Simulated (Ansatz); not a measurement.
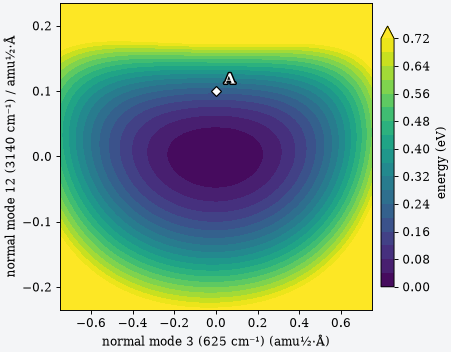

CH₄Si, SMILES C[SiH]. First axis: normal mode 3 (625 cm⁻¹). Second axis: normal mode 12 (3140 cm⁻¹). Nothing is relaxed (straight displacements along the two mass-weighted modes). The scan uses a 15 × 15 grid. Points are written as (first, second). Energies are in eV, from the lowest grid point. All numbers below come from RKS PBE0-D4/def2-TZVP (Ansatz 0.2.0).

Drawn: filled contours, one colour for all values above the top of the scale, the point A. Between grid points the surface is interpolated.

### Which way does the force act at A, and how strong is it?

A, at (0.000 amu½·Å, 0.101 amu½·Å), is not a stationary point. The computed force is nearly zero along normal mode 3 (625 cm⁻¹) and 4.7 eV for each amu½·Å towards smaller values of normal mode 12 (3140 cm⁻¹).
